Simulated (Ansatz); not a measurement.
Computed with PBE (plane waves to 420 eV, PAW; Ansatz, a quantum-chemistry and plane-wave program).

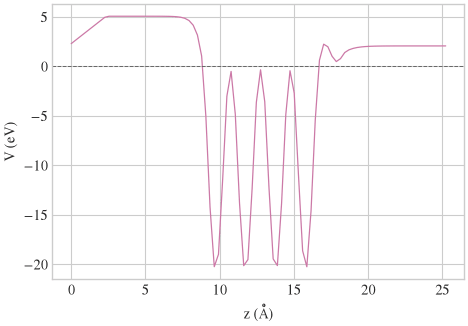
Fig. 1. Planar average of the electrostatic potential across the slab, in eV from the Fermi level, for Li on the 1x1 (111) surface of fcc Ni, ferromagnetic, one in a 2x2 cell, started at the site 'hollow Ni-Ni-Ni over Ni at depth 4.0 Å'

Set-up: 17 atoms, 6.0 Å thick at the start under the adsorbate (thin: gaps and levels are the slab's own); mesh 7x7x1; 0.1 eV smearing; dipole correction on; 8 atoms held, the rest relaxed; start symmetry kept, larger cells not searched; spin-polarised, no spin-orbit, no U, no dispersion correction. At the end it is bonded to 3 Ni. In PBE it is, or lies within 0.03 eV of, the lowest of the starts that converged.

**Question.** The surface cell has an area of 21.45 Å². What dipole along the normal does the step between the two vacuum levels imply?

**Answer.** the top vacuum level lies 3.00 eV below the bottom one; p = −ε₀ A ΔV (ε₀ = 0.005526 e/(V·Å)) gives 0.36 e·Å a cell.
